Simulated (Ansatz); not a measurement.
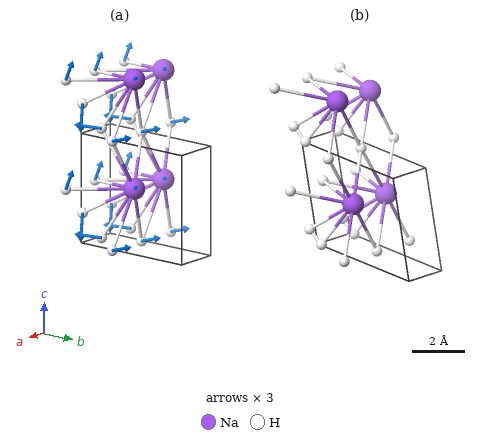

The structure of a crystal of NaH$_{4}$ (a generated structure, set up in Amm2) (coarse preliminary run) before (left) and after (right) a relaxation, at one scale. The blue arrows give the displacements (the part carried along by the change of the cell is left out), 3 times their true length.

A ball-and-stick model of the cell of the calculation, repeated 2 × 1 × 2 with one cell outlined, seen slightly off an axis.

All numbers below come from Ansatz, DFT PBE, scalar-relativistic, plane waves, PAW. Settings: plane-wave cutoff 420 eV; k-point mesh 6 × 4 × 4; occupations gaussian; smearing width 0.1 eV; no spin polarisation; cell and atoms relaxed; force threshold 0.04 eV/Å; at most 70 steps.

**Summarise the run.**

The energy falls by 1.594 eV per cell of the calculation in 10 accepted moves (12 points after the start). Largest force component: 1.9 eV/Å at the start, 0.0039 eV/Å at the end. The pressure goes from −6.81 to 0.12 GPa. The line search rejected the trial step at point 2 of the run. At 1 point the geometry stayed and the basis and grid were re-selected for the new cell (energy shift of 6.7 meV per cell of the calculation at most each time). The largest moves relative to the cell, 0.39 Å, are those of H atoms. By element the largest moves are H 0.39 Å, Na 0.06 Å. The volume changes by −10.6 %, with a 2.876 → 3.214 Å (+11.7 %), b = c 4.271 → 4.034 Å (−5.5 %), α 98.6° → 117.6°. Near-neighbour distances that change, for instance: H–Na 3.289 → 2.127 Å, H–H 1.228 → 0.757 Å, H–Na 2.661 → 3.072 Å, Na–Na 2.876 → 3.214 Å. New bonds form: H–Na (3.29 → 2.13 Å). The space group stays Amm2 (No. 38). Cost: 24 s on 1 thread of Arm Neoverse V1, with other jobs on the host, peak memory 0.29 GiB.
